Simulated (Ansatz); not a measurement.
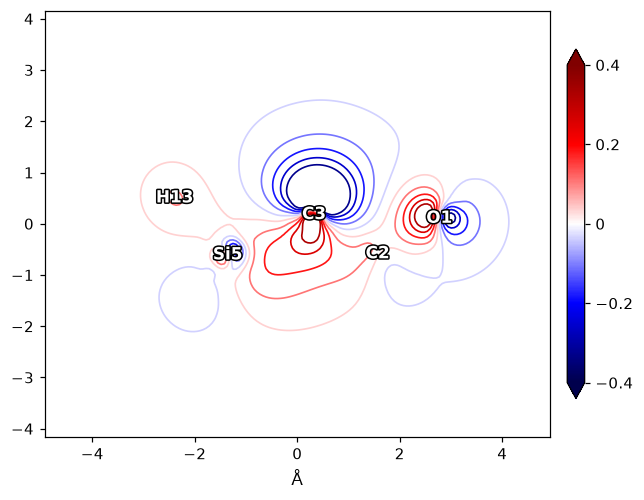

C₂H₈O₂Si. One frontier orbital on the plane of atoms C3, Si5 and H13 (values in Å⁻³ᐟ²; the overall sign is arbitrary).

The calculation used RKS PBE-D4/def2-SVP (Ansatz).

```xyz
13

O    -1.2368    1.9009    1.2261
C    -1.0218    0.5688    0.7805
C     0.2492    0.3326    0.0754
O     0.0269    1.0608   -1.4754
Si    0.8978   -1.3662   -0.2923
H    -0.3321    2.2240    1.4155
H    -0.9553   -0.1681    1.6347
H    -1.9596    0.2819    0.2360
H     0.9505    1.2245   -1.7559
H    -0.3797    0.4740   -2.1579
H     1.3554   -2.0028    0.9917
H    -0.0069   -2.3693   -1.0140
H     2.0870   -1.2211   -1.2209
```

Question: Which orbital is it: HOMO or LUMO?

Answer: The HOMO, at −4.10 eV. By Hirshfeld shares it lies mainly on C3 (about 60 %), Si5 (about 10 %) and C2 (about 5 %).
